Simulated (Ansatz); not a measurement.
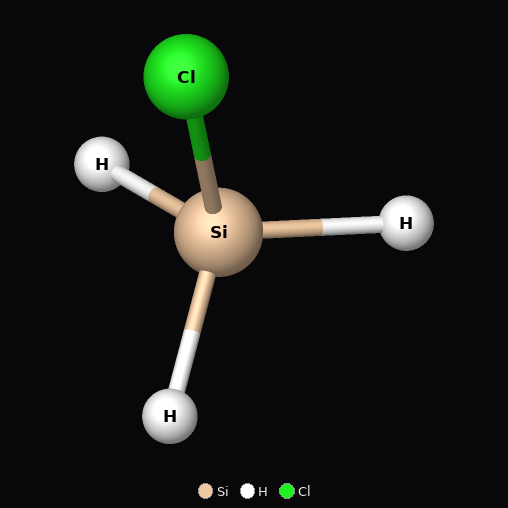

Harmonic vibrations computed with RKS PBE0-D4/def2-TZVP (Ansatz 0.2.0) at a stationary point of the same level.

Is this a minimum or a saddle point?

A minimum: no imaginary frequency, and the lowest mode lies at 552 cm⁻¹.

List the wavenumbers.

9 modes: 552, 656, 657, 944, 947, 947, 2249, 2261, 2261 cm⁻¹.
